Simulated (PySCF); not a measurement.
C$_{2}$H$_{5}$BS$_{2}$ (SMILES B1SCCS1)

Input file:

```
{"job": {"kind": "sp", "xc": "wB97X", "basis": "ma-def2-SVP", "d3": "d3bj", "grid": 2}, "charge": 0, "multiplicity": 1}
B      1.794809     0.093466    -0.097138
S      0.846610    -1.084882    -1.052177
C     -0.738564    -0.759951    -0.190686
C     -0.790022     0.682874     0.260756
S      0.833884     1.174495     0.954515
H      2.992129     0.155002    -0.156882
H     -0.794032    -1.448220     0.666933
H     -1.563061    -0.995601    -0.879528
H     -1.004183     1.356989    -0.583092
H     -1.558846     0.836314     1.032248
```

Launched as:

```sh
OMP_NUM_THREADS=1 python redox_run.py task.json out
```

Geometry: PBE0-D3(BJ)/ma-def2-SVP.

The calculation used PySCF, DFT single point, gas phase, functional wB97X.

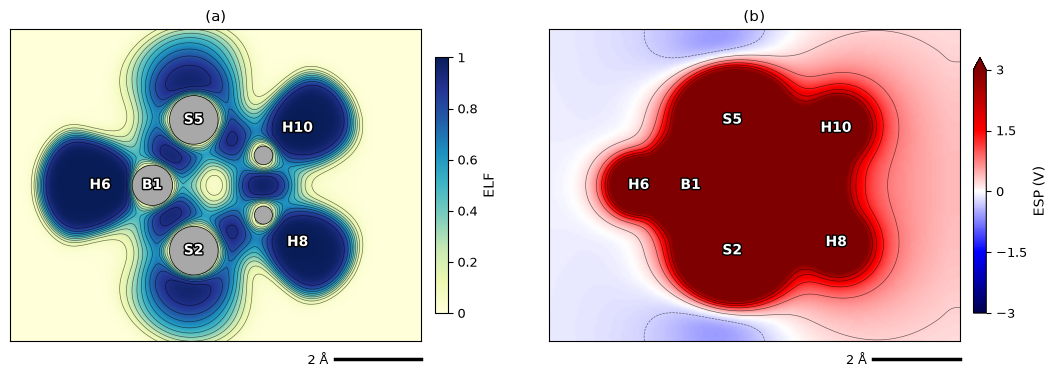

Figure 1. (a) ELF; (b) molecular electrostatic potential on the plane of atoms S5, B1 and H6. Grey discs cover the atomic cores in the ELF map.

### What does the map show?

The section cuts through B, S and H sites. B–S (1.79 Å): the ELF peaks at about 0.95 between the atoms (localised, covalent bonding). B–H (1.20 Å): the ELF climbs to about 1 towards the hydrogen, as it does in any bond to H; a covalent bond by its length. The ELF also peaks beside S2 and S5, away from the bonds: lone-pair regions. Outside the dense part of the molecule the potential is most negative (−0.6 V) near S2 and S5.

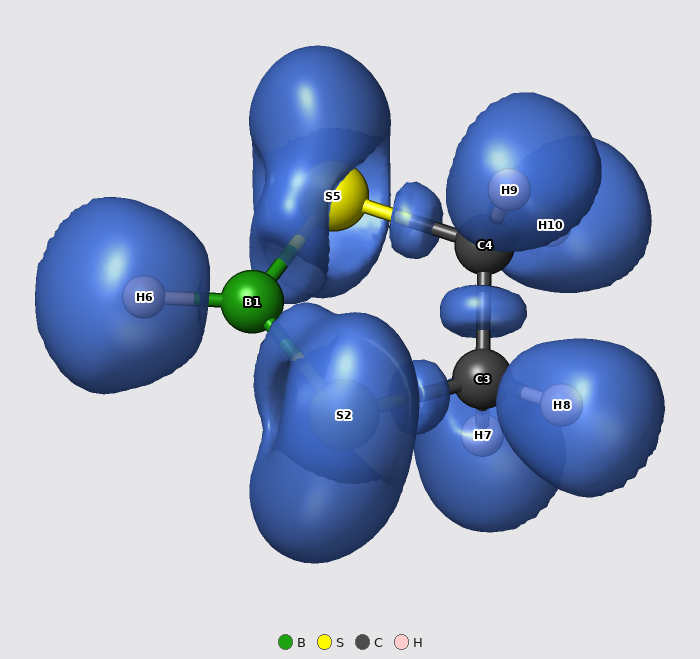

Figure 2. Isosurface of the ELF at 0.8 (blue), seen at a tilt. Only the valence region is drawn (cores and ρ < 0.01 e/Å³ removed).

### Describe the localisation domains.

The ELF exceeds this value in one region between bonded C–C atoms (shared pairs), two regions between bonded C–S atoms (shared pairs), five regions around hydrogen nuclei and two regions on S in which the atom's valence shell and bonds are merged. Along the contacts the grid gives the following. C–C (1.51 Å): the ELF peaks at about 0.95 between the atoms, as expected for a shared electron pair.

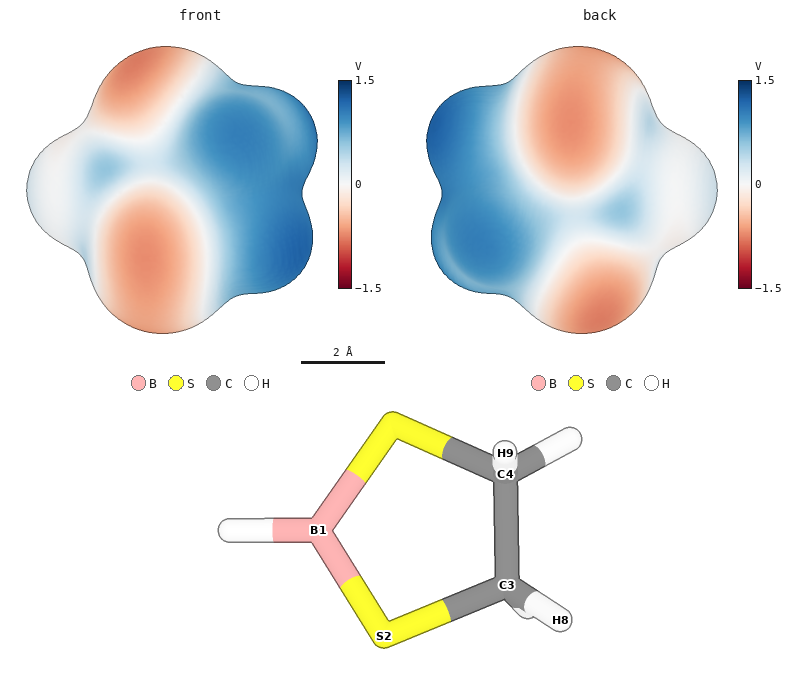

Figure 3. The electrostatic potential painted on the density surface at 0.002 e/bohr³, seen from the front and from behind; red is negative and blue positive. The bare structure is drawn below in the same view.

### Describe the electrostatic potential map.

The most negative region (about −0.7 V) lies over S2 and S5, the most positive (about +1.2 V) over H8 and H10.

### What dipole moment does the calculation give?

Its dipole moment is 2.24 D.
